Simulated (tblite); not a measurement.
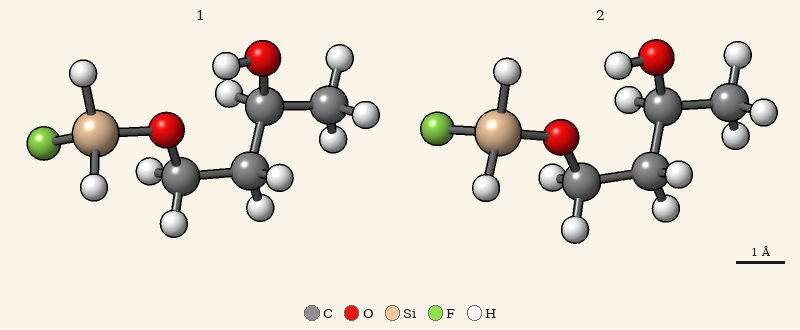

Two geometries of C4H11FO2Si, drawn at one scale. One is the start of a relaxation, the other its converged end. A ball-and-stick model, seen at a tilt.

Level of theory: GFN2-xTB geometry optimisation, gas phase (tblite 0.8.0). 

Question: Which of the two is the end point?

Answer: Structure 2 is the relaxed one. The atom that moves furthest after the best rigid fit is an H atom (0.51 Å). By element the largest moves are H 0.51 Å, F 0.42 Å, O 0.22 Å, C 0.14 Å, Si 0.08 Å. Among the contacts that change: O–Si 1.675 → 1.609 Å, H–Si 1.478 → 1.444 Å, C–O 1.427 → 1.409 Å, C–C 1.510 → 1.526 Å. Bond angles that change, for instance: C–O–Si 117.6° → 132.4°, H–Si–H 111.4° → 120.4°, O–Si–H 109.6° → 100.8°. Over 95 geometry steps the energy falls by 20.2 kJ/mol.
